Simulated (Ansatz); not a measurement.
The calculation's input:

```
crystal:
  periodic: [false, false, false]
  atoms:
    - {symbol: Si, position_ang: [-1.433810, 0.689927, -0.383034]}
    - {symbol: H, position_ang: [3.047840, 0.297794, -1.422974]}
    - {symbol: H, position_ang: [-2.414035, -0.400527, -0.649025]}
    - {symbol: H, position_ang: [-1.906865, 1.454227, 0.805616]}
    - {symbol: H, position_ang: [-1.320678, 1.581682, -1.559290]}
    - {symbol: H, position_ang: [2.328384, 0.332417, -1.221433]}
    - {symbol: O, position_ang: [0.067319, 0.074279, -0.121727]}
    - {symbol: C, position_ang: [0.342500, -0.824664, 0.927876]}
    - {symbol: H, position_ang: [-0.245811, -1.744818, 0.832659]}
    - {symbol: H, position_ang: [1.401439, -1.085007, 0.885395]}
    - {symbol: H, position_ang: [0.133919, -0.375310, 1.905837]}
basis:
  gaussian: {orbitals: def2-TZVPP}
hamiltonian: {xc: pbe0, dispersion: d4}
output: {orbitals: {seedname: orbitals}}
```

Launched as:

```sh
ansatz run in.yaml --threads 4 --pin off --events-out ev --progress --plain --max-ram 9574MiB
```

The product side of a reaction path; geometry: PBE0-D4/def2-TZVP.

Method: RKS PBE0-D4/def2-TZVPP (Ansatz 0.2.0).

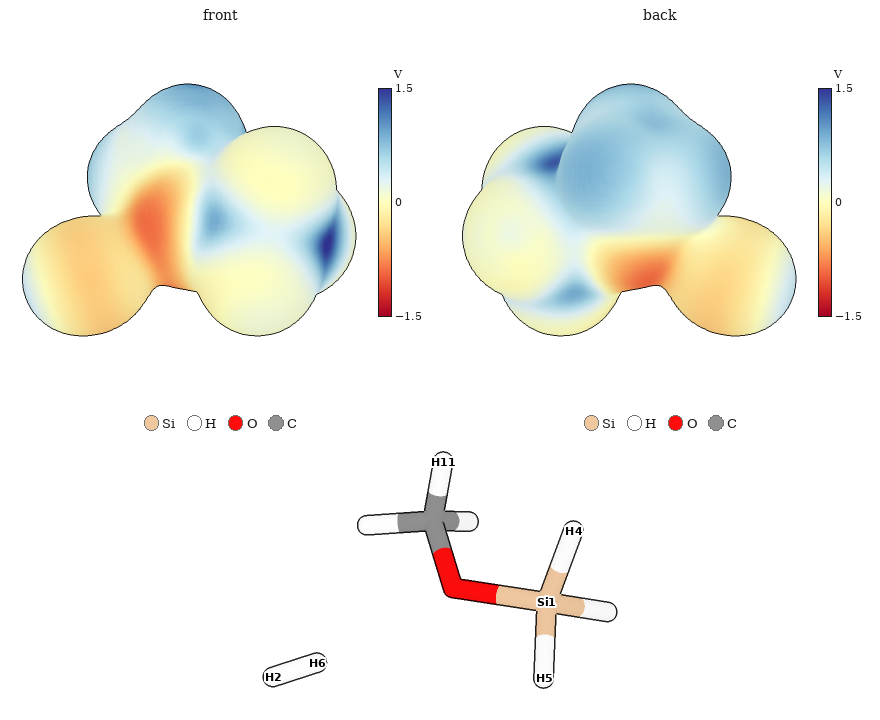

CH6OSi···H2. The electrostatic potential painted on the density surface at 0.002 e/bohr³, seen from the front and from behind; the colour scale runs from red (negative) to blue (positive). The bare structure is drawn below in the same view.

Describe the electrostatic potential map.

Answer. The most negative region (about −0.9 V) lies over O7, the most positive (about +1.3 V) over Si1.
